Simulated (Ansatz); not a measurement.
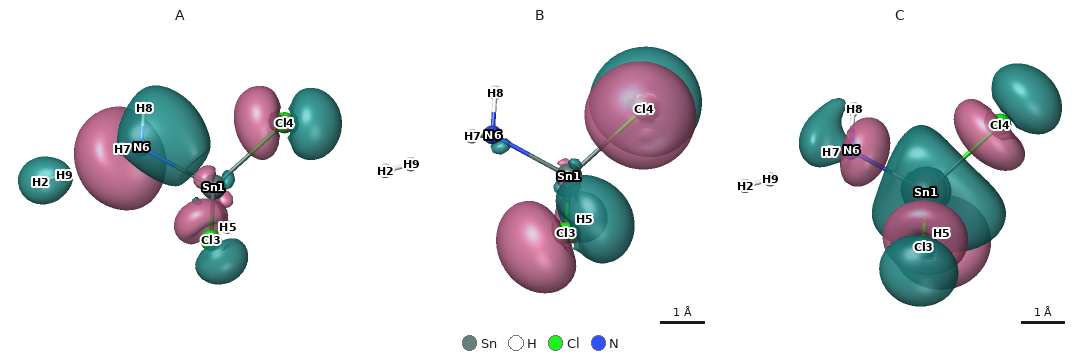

Cl2H3NSn···H2. Three frontier orbitals at ±0.08 Å⁻³ᐟ² (teal and pink are the two phases), in no order.

Core potentials replace the inner electrons of Sn.

Computed with RKS CAM-B3LYP-D4/def2-SVP (Ansatz).

```yaml
atoms:
  - { symbol: Sn, position_ang: [0.1903, 0.6263, -0.7961] }
  - { symbol: H, position_ang: [0.6845, 0.0822, 3.8790] }
  - { symbol: Cl, position_ang: [2.0633, -0.1972, -1.9270] }
  - { symbol: Cl, position_ang: [-0.8089, 2.2790, -2.1276] }
  - { symbol: H, position_ang: [-0.9326, -0.6200, -0.5583] }
  - { symbol: N, position_ang: [0.9207, 1.4724, 0.8821] }
  - { symbol: H, position_ang: [1.9268, 1.6268, 0.8273] }
  - { symbol: H, position_ang: [0.4725, 2.3525, 1.1331] }
  - { symbol: H, position_ang: [0.7367, 0.3677, 3.1698] }
```

Which picture is the HOMO−1, the HOMO and the LUMO?

B is the HOMO−1 (−10.23 eV). It lies mainly on Cl4 (about 65 %) and Cl3 (about 30 %). A is the HOMO (−9.32 eV). Its weight (Hirshfeld) is mainly on N6 (about 65 %), Cl4 (about 10 %) and Sn1 (about 10 %). C is the LUMO (−0.31 eV). It lies mainly on Sn1 (about 40 %), Cl4 (about 15 %), Cl3 (about 15 %), H5 (about 15 %) and N6 (about 10 %).

What is the HOMO–LUMO gap?

9.01 eV between the orbital energies.
